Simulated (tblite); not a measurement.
## Geometry relaxation of C$_{7}$H$_{13}$OPSi (part 3 of 3)

C$_{7}$H$_{13}$OPSi; GFN2-xTB geometry optimisation, gas phase (tblite 0.8.0). It belongs to a series of runs on one base structure; here: cPr replaced by propargyl.

Geometry of the input (Å):
```
C  0.4411  3.8600  0.1521
C  -0.2002  2.9176  -0.2406
C  -0.9563  1.7575  -0.7121
P  -1.0666  0.5111  0.6200
C  -1.8998  -0.8680  -0.2774
Si -2.1788  -2.3511  0.7888
C  0.7048  -0.0514  0.7222
C  1.5296  -0.4479  -0.4866
C  3.0064  -0.6425  -0.2579
O  1.0304  -0.6459  -1.5992
H  0.9798  4.7071  0.4934
H  -1.9842  2.0784  -0.9728
H  -0.5222  1.3583  -1.6164
H  -1.3396  -1.1476  -1.1855
H  -2.8763  -0.4902  -0.6238
H  -2.8665  -3.4192  0.0376
H  -0.8751  -2.8965  1.2762
H  -3.0160  -2.0308  1.9737
H  1.2467  0.7692  1.2163
H  0.7495  -0.9002  1.4259
H  3.4364  0.3058  0.0931
H  3.4870  -0.9270  -1.1930
H  3.1653  -1.4197  0.4939
```

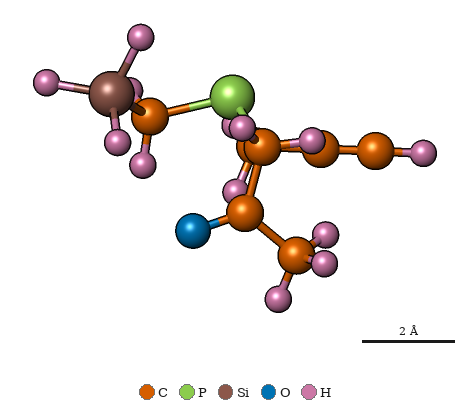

**Figure 1.** The geometry at step 148 of the log (ball-and-stick view, seen at a tilt).

**Trajectory as extended XYZ, continued**
```
23
Properties=species:S:1:pos:R:3:forces:R:3 step=124 energy=-812.06099
C     1.0183    3.4986    0.0864    0.0100  -0.0290   0.0100
C     0.2701    2.6641   -0.3378    0.0100   0.0510   0.0070
C    -0.6291    1.6368   -0.7969    0.0080  -0.0190   0.0280
P    -1.1636    0.5483    0.6454   -0.0020  -0.0220  -0.0790
C    -1.9126   -0.8168   -0.3443   -0.0030   0.0010  -0.0010
Si   -2.0626   -2.4495    0.6319   -0.0320  -0.0460   0.0190
C     0.5015   -0.2061    1.0875    0.0310  -0.0240   0.0100
C     1.2730   -0.7154   -0.0894    0.0200  -0.0070  -0.0090
C     2.5325    0.0471   -0.4123   -0.0340   0.0910  -0.0230
O     0.9251   -1.6816   -0.7286   -0.0120   0.0330  -0.0190
H     1.6792    4.2294    0.4473   -0.0220   0.0050  -0.0260
H    -1.5350    2.0952   -1.2099    0.0120  -0.0090   0.0310
H    -0.1601    1.0248   -1.5750    0.0240   0.0120   0.0220
H    -1.3394   -0.9840   -1.2579   -0.0070  -0.0020   0.0190
H    -2.9033   -0.4575   -0.6315   -0.0250  -0.0250  -0.0160
H    -3.1964   -3.2061    0.0923   -0.0050   0.0350  -0.0130
H    -0.8450   -3.2425    0.5106   -0.0080  -0.0010   0.0230
H    -2.3260   -2.1352    2.0428   -0.0050   0.0070  -0.0160
H     1.0553    0.5560    1.6382    0.0180  -0.0160   0.0100
H     0.2583   -1.0385    1.7519   -0.0130   0.0260   0.0300
H     2.3949    1.1188   -0.2701   -0.0130  -0.0770  -0.0480
H     2.8556   -0.1670   -1.4292    0.0070   0.0050   0.0340
H     3.3045   -0.2921    0.2767    0.0390   0.0100   0.0090
23
Properties=species:S:1:pos:R:3:forces:R:3 step=132 energy=-812.06672
C     0.9848    3.5315    0.1273    0.0210   0.0200  -0.0070
C     0.2685    2.6830   -0.3220    0.0010  -0.0210   0.0050
C    -0.5870    1.6264   -0.7994    0.0020  -0.0020   0.0220
P    -1.1375    0.5335    0.6304   -0.0350   0.0100  -0.0090
C    -1.8838   -0.8315   -0.3604   -0.0040  -0.0150   0.0030
Si   -2.0862   -2.4369    0.6515    0.0030  -0.0120   0.0060
C     0.5197   -0.2266    1.1012   -0.0060   0.0010   0.0040
C     1.2786   -0.7395   -0.0797    0.0010   0.0110   0.0020
C     2.5086    0.0497   -0.4512   -0.0110   0.0170  -0.0120
O     0.9290   -1.7171   -0.7007    0.0220  -0.0180  -0.0310
H     1.6093    4.2924    0.4898   -0.0070  -0.0010  -0.0040
H    -1.4959    2.0603   -1.2305    0.0030  -0.0100  -0.0080
H    -0.0814    1.0269   -1.5640    0.0000   0.0150   0.0110
H    -1.2925   -1.0250   -1.2565    0.0030   0.0000   0.0080
H    -2.8665   -0.4745   -0.6781    0.0130   0.0300   0.0010
H    -3.2152   -3.1789    0.0845    0.0040   0.0010  -0.0020
H    -0.8710   -3.2419    0.6048   -0.0230  -0.0160   0.0030
H    -2.3884   -2.0740    2.0419   -0.0220  -0.0010   0.0000
H     1.0777    0.5324    1.6516    0.0010   0.0020  -0.0040
H     0.2535   -1.0463    1.7717    0.0250  -0.0160   0.0060
H     2.3629    1.1131   -0.2774   -0.0040  -0.0030  -0.0290
H     2.7821   -0.1356   -1.4876   -0.0060  -0.0050  -0.0010
H     3.3260   -0.2944    0.1808    0.0200   0.0140   0.0350
23
Properties=species:S:1:pos:R:3:forces:R:3 step=140 energy=-812.07046
C     0.9970    3.5296    0.1190   -0.0220  -0.0030   0.0050
C     0.2710    2.6754   -0.3039    0.0390   0.0480  -0.0010
C    -0.5813    1.6184   -0.7841   -0.0060  -0.0100   0.0140
P    -1.1323    0.5158    0.6378   -0.0390   0.0280  -0.0040
C    -1.8871   -0.8371   -0.3616    0.0100  -0.0060   0.0110
Si   -2.1032   -2.4424    0.6489   -0.0110   0.0030   0.0150
C     0.5265   -0.2399    1.0998    0.0290   0.0110   0.0230
C     1.2867   -0.7414   -0.0851    0.0260   0.0210   0.0050
C     2.5062    0.0656   -0.4550   -0.0050   0.0290  -0.0190
O     0.9481   -1.7184   -0.7120   -0.0140  -0.0450  -0.0250
H     1.6175    4.2957    0.4768    0.0050  -0.0020  -0.0030
H    -1.4896    2.0501   -1.2171   -0.0180   0.0070   0.0000
H    -0.0700    1.0307   -1.5531   -0.0030  -0.0310   0.0050
H    -1.2987   -1.0314   -1.2598    0.0000   0.0030   0.0170
H    -2.8653   -0.4609   -0.6735    0.0210  -0.0200  -0.0070
H    -3.2376   -3.1695    0.0729    0.0060  -0.0060   0.0070
H    -0.8992   -3.2662    0.6137   -0.0220   0.0120  -0.0120
H    -2.4057   -2.0731    2.0390   -0.0200  -0.0100  -0.0230
H     1.0811    0.5287    1.6388    0.0220   0.0250   0.0320
H     0.2814   -1.0565    1.7821   -0.0060  -0.0260  -0.0330
H     2.3329    1.1308   -0.3163   -0.0110  -0.0230  -0.0190
H     2.7958   -0.1419   -1.4831    0.0290  -0.0080   0.0220
H     3.3210   -0.2352    0.2038   -0.0090   0.0040  -0.0110
23
Properties=species:S:1:pos:R:3:forces:R:3 step=148 energy=-812.07572
C     0.9825    3.5499    0.1241    0.0310   0.0070   0.0070
C     0.2701    2.6809   -0.2907   -0.0160  -0.0160  -0.0040
C    -0.5744    1.6113   -0.7576   -0.0020  -0.0150  -0.0010
P    -1.1173    0.5009    0.6601   -0.0020  -0.0240  -0.0090
C    -1.8775   -0.8427   -0.3528    0.0130   0.0160  -0.0060
Si   -2.1452   -2.4408    0.6543    0.0060   0.0120   0.0040
C     0.5520   -0.2556    1.0979    0.0000  -0.0050  -0.0030
C     1.3090   -0.7425   -0.0963   -0.0370  -0.0090  -0.0400
C     2.5108    0.0820   -0.4785    0.0290   0.0280  -0.0100
O     0.9740   -1.7223   -0.7220   -0.0050  -0.0210   0.0020
H     1.6085    4.3182    0.4671   -0.0110   0.0110   0.0050
H    -1.4844    2.0287   -1.1993   -0.0350   0.0210   0.0010
H    -0.0581    1.0147   -1.5156    0.0100  -0.0060  -0.0360
H    -1.2790   -1.0494   -1.2412    0.0300   0.0050   0.0230
H    -2.8426   -0.4535   -0.6874    0.0050   0.0080   0.0150
H    -3.2659   -3.1665    0.0527   -0.0150  -0.0020  -0.0080
H    -0.9503   -3.2779    0.6444    0.0020   0.0130   0.0110
H    -2.4871   -2.0522    2.0279   -0.0060  -0.0240   0.0060
H     1.1041    0.5084    1.6477    0.0130  -0.0100   0.0120
H     0.3170   -1.0912    1.7605   -0.0210   0.0070   0.0120
H     2.2937    1.1452   -0.3979    0.0090  -0.0050  -0.0240
H     2.8384   -0.1684   -1.4859   -0.0080   0.0100   0.0320
H     3.3169   -0.1501    0.2164    0.0080  -0.0020   0.0120
23
Properties=species:S:1:pos:R:3:forces:R:3 step=157 energy=-812.07911
C     0.9766    3.5550    0.1181   -0.0160  -0.0060  -0.0070
C     0.2595    2.6853   -0.2881    0.0090   0.0190   0.0000
C    -0.5876    1.6147   -0.7483    0.0060  -0.0100   0.0050
P    -1.1016    0.4960    0.6740   -0.0040   0.0000  -0.0040
C    -1.8705   -0.8414   -0.3380   -0.0050  -0.0090  -0.0050
Si   -2.1684   -2.4398    0.6603    0.0020   0.0110   0.0120
C     0.5688   -0.2707    1.0843   -0.0050  -0.0030   0.0080
C     1.3212   -0.7418   -0.1192   -0.0140   0.0040  -0.0210
C     2.5295    0.0831   -0.4815    0.0320   0.0150  -0.0020
O     0.9828   -1.7099   -0.7608   -0.0060  -0.0070  -0.0040
H     1.5916    4.3349    0.4544    0.0090  -0.0030   0.0070
H    -1.5093    2.0319   -1.1676   -0.0050   0.0100   0.0030
H    -0.0820    1.0279   -1.5218   -0.0060  -0.0080  -0.0190
H    -1.2613   -1.0546   -1.2179    0.0020  -0.0010   0.0120
H    -2.8274   -0.4407   -0.6816    0.0020   0.0050  -0.0020
H    -3.2762   -3.1657    0.0342    0.0100   0.0030  -0.0190
H    -0.9658   -3.2666    0.6786   -0.0060   0.0000   0.0050
H    -2.5492   -2.0689    2.0283    0.0080   0.0000   0.0040
H     1.1319    0.4755    1.6470   -0.0060   0.0080   0.0080
H     0.3250   -1.1145    1.7331    0.0070  -0.0100   0.0130
H     2.2985    1.1469   -0.4602   -0.0180  -0.0270  -0.0050
H     2.9050   -0.2054   -1.4610   -0.0040   0.0090   0.0150
H     3.3040   -0.1042    0.2617    0.0070   0.0000  -0.0050
23
Properties=species:S:1:pos:R:3:forces:R:3 step=165 energy=-812.07976
C     0.9717    3.5585    0.1152    0.0040  -0.0020   0.0020
C     0.2592    2.6852   -0.2907    0.0010  -0.0010   0.0000
C    -0.5901    1.6142   -0.7462    0.0000   0.0010   0.0010
P    -1.0966    0.4940    0.6784   -0.0010   0.0040  -0.0070
C    -1.8696   -0.8402   -0.3333    0.0020  -0.0040   0.0010
Si   -2.1738   -2.4371    0.6643    0.0000   0.0010  -0.0020
C     0.5733   -0.2776    1.0819   -0.0010   0.0020   0.0010
C     1.3238   -0.7424   -0.1261   -0.0010   0.0030  -0.0020
C     2.5350    0.0822   -0.4811    0.0060   0.0050  -0.0040
O     0.9809   -1.7033   -0.7760   -0.0020  -0.0030   0.0020
H     1.5883    4.3366    0.4533    0.0040  -0.0010   0.0000
H    -1.5153    2.0342   -1.1558   -0.0070   0.0020   0.0020
H    -0.0938    1.0292   -1.5276   -0.0010  -0.0020   0.0010
H    -1.2558   -1.0567   -1.2089   -0.0040  -0.0040  -0.0030
H    -2.8230   -0.4353   -0.6817    0.0020  -0.0020  -0.0010
H    -3.2706   -3.1624    0.0183    0.0030   0.0000  -0.0010
H    -0.9722   -3.2654    0.6943   -0.0010   0.0030   0.0030
H    -2.5623   -2.0681    2.0305   -0.0030  -0.0010  -0.0010
H     1.1355    0.4668    1.6483    0.0060  -0.0010   0.0000
H     0.3322   -1.1251    1.7275    0.0000   0.0000   0.0040
H     2.2925    1.1432   -0.4783   -0.0040  -0.0020   0.0040
H     2.9245   -0.2147   -1.4519   -0.0020  -0.0010  -0.0030
H     3.3016   -0.0884    0.2737   -0.0010   0.0020   0.0020
```

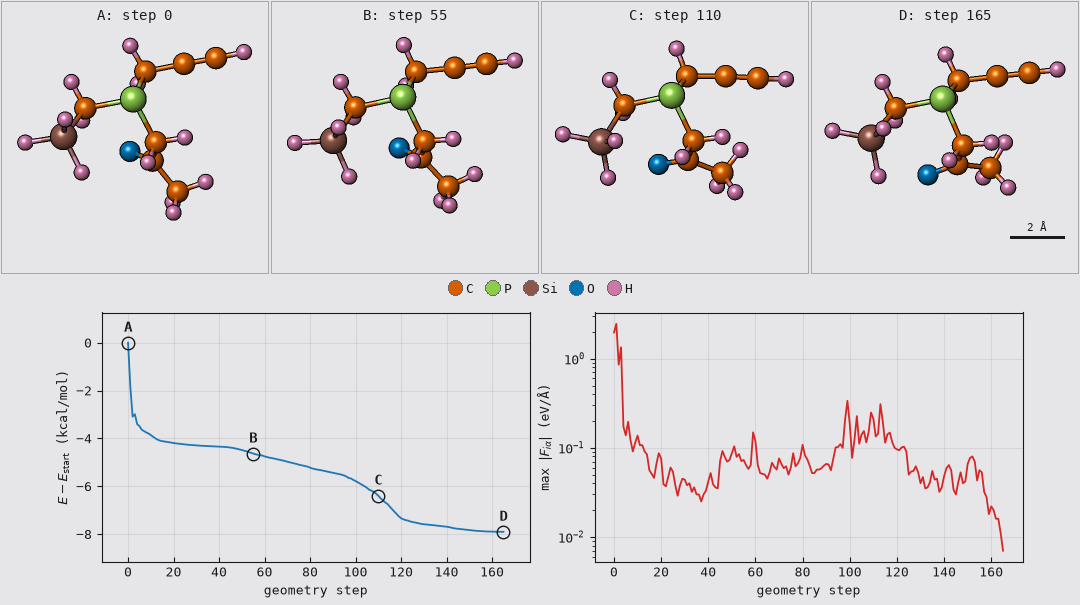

**Figure 2.** Frames of the relaxation (ball-and-stick view, seen at a tilt) above the curves, on which the letters mark them (steps are counted from 0).

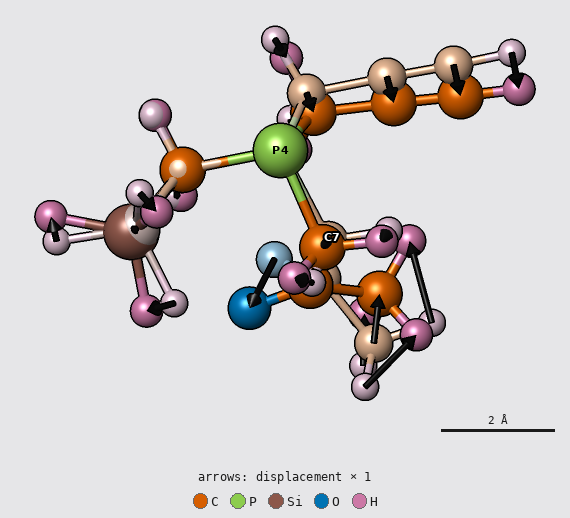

**Figure 3.** Start (faint) and end (solid) with the displacements as black arrows, at true length (ball-and-stick view, seen at a tilt). The two geometries are laid on each other by the best rigid fit. The energy falls by 7.90 kcal/mol in 165 geometry steps. The largest force component goes from 2 to 0.007 eV/Å. The largest move after the best rigid fit is that of H21, 1.53 Å. By element the largest moves are H 1.53 Å, O 1.35 Å, C 0.90 Å, Si 0.15 Å, P 0.06 Å. Distances before and after: C5–Si6 1.848 → 1.907 Å, C3–P4 1.828 → 1.882 Å, Si6–H17 1.495 → 1.460 Å, C8–O10 1.235 → 1.210 Å. Among the angles that change: P4–C7–C8 123.6° → 113.5°, C8–C7–H19 106.6° → 111.9°, H19–C7–H20 105.5° → 109.6°. (Atoms are counted from 1 in the order of the input.)

**Summary**

- outcome: converged
- total energy: −812.0798 eV
- peak memory: 0.18 GiB
